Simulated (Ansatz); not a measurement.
## Electronic structure of F3H2HfN (SMILES [NH2][Hf]([F])([F])[F]) in real space

The calculation's input:

```
basis:
  gaussian:
    orbitals: def2-TZVPD
crystal:
  periodic: [false, false, false]
  atoms:
    - {symbol: F, position_ang: [1.717389, -1.372548, 0.551745]}
    - {symbol: F, position_ang: [-0.651246, -1.664717, -1.628045]}
    - {symbol: F, position_ang: [1.567785, 0.477090, -1.961517]}
    - {symbol: Hf, position_ang: [0.536971, -0.504155, -0.677835]}
    - {symbol: N, position_ang: [-0.594126, 0.779910, 0.388935]}
    - {symbol: H, position_ang: [-1.499820, 1.151875, 0.110030]}
    - {symbol: H, position_ang: [-0.337597, 1.200335, 1.279948]}
hamiltonian:
  xc: pbe0
output: {forces: true, orbitals: {seedname: orbitals}}
```

Run with:

```sh
ansatz run input.yaml --threads 2 --pin off --max-ram 5220MiB --events-out events.jsonl --progress --plain --runs-dir runs
```

Geometry: PBE0-D4/def2-SVP; core potentials replace the inner electrons of Hf.

Theory: isolated molecule in a Gaussian basis; Kohn-Sham density functional theory, functional PBE0 in Ansatz.

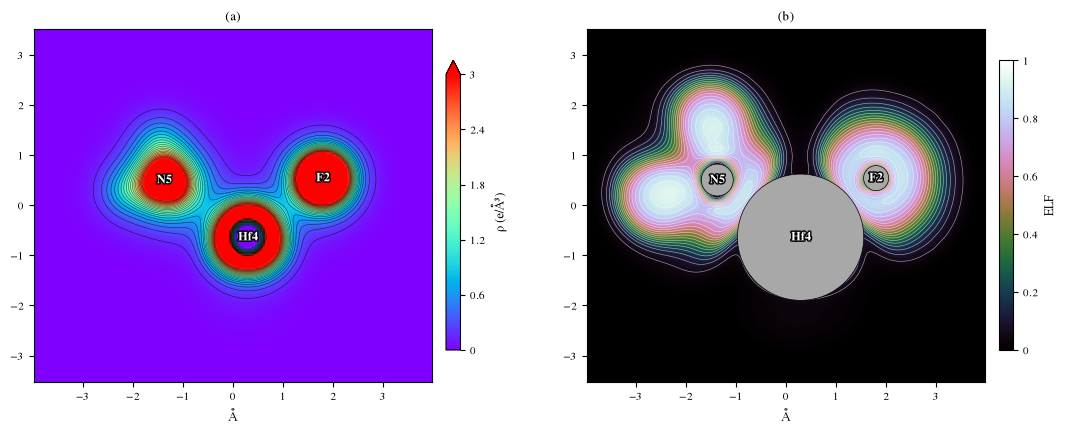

Figure 1. (a) electron density; (b) ELF on the plane of atoms F2, Hf4 and N5. Grey discs cover the atomic cores in the ELF map.

> Read the bonding off the picture.

Atoms in the plane: F, Hf and N.
Hf–F (1.91 Å): ρ is about 0.89 e/Å³ halfway; the ELF peaks at about 0.85 in the valence shell of F, 0.5 Å from its nucleus, and drops to about 0.20 between the two atoms.
Hf–N (2.02 Å): ρ is about 0.84 e/Å³ halfway; the ELF peaks at about 0.90 in the valence shell of N, 0.6 Å from its nucleus, and is about 0.30 at the midpoint.

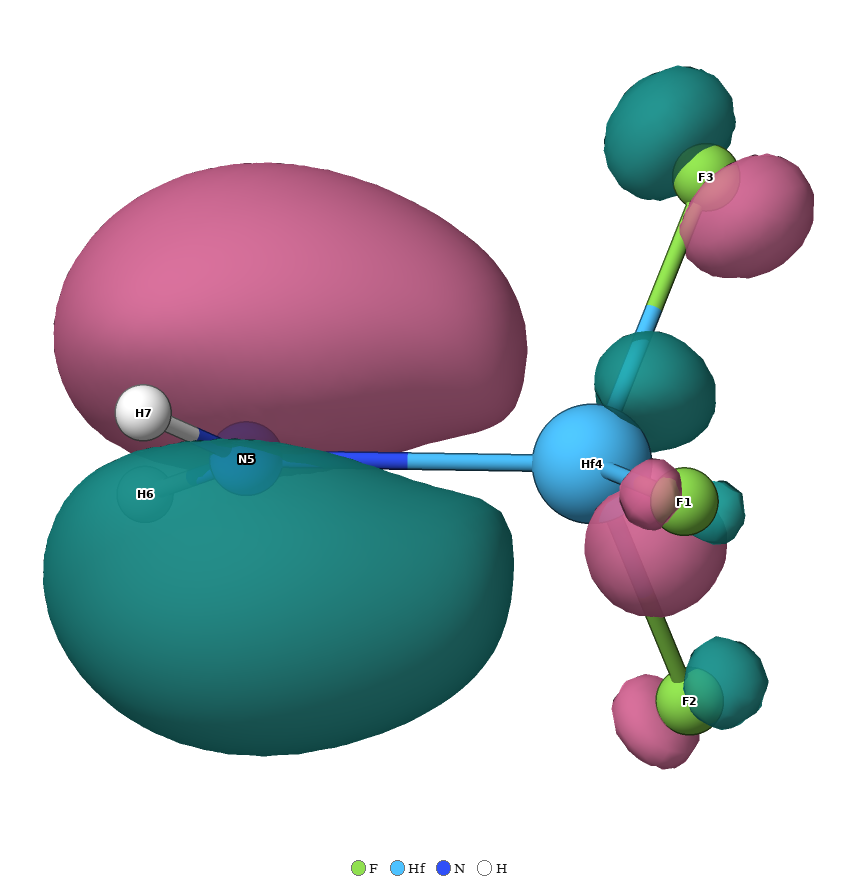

Figure 2. The HOMO at ±0.1 Å⁻³ᐟ² (teal and pink are the two phases), seen from one side.

> What is the character of this orbital?

By Hirshfeld shares it lies mainly on N5 (about 70 %) and Hf4 (about 15 %); largely a lone pair of N5. Its energy is −8.20 eV.

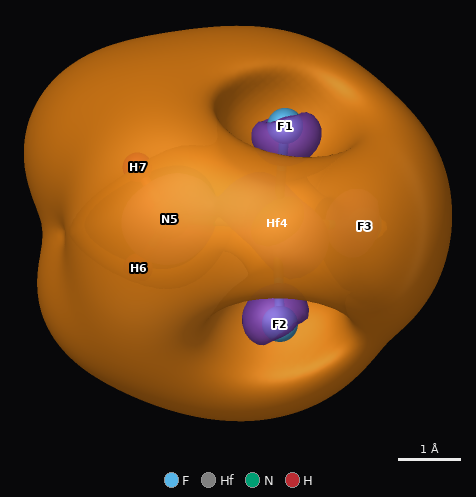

Figure 3. One frontier orbital at ±0.05 Å⁻³ᐟ² (orange and purple are the two phases), seen at a tilt.

> Which orbital is it: HOMO or LUMO?

The LUMO, at −0.71 eV. By Hirshfeld shares it lies mainly on Hf4 (about 65 %), H7 (about 10 %), N5 (about 5 %) and H6 (about 5 %).
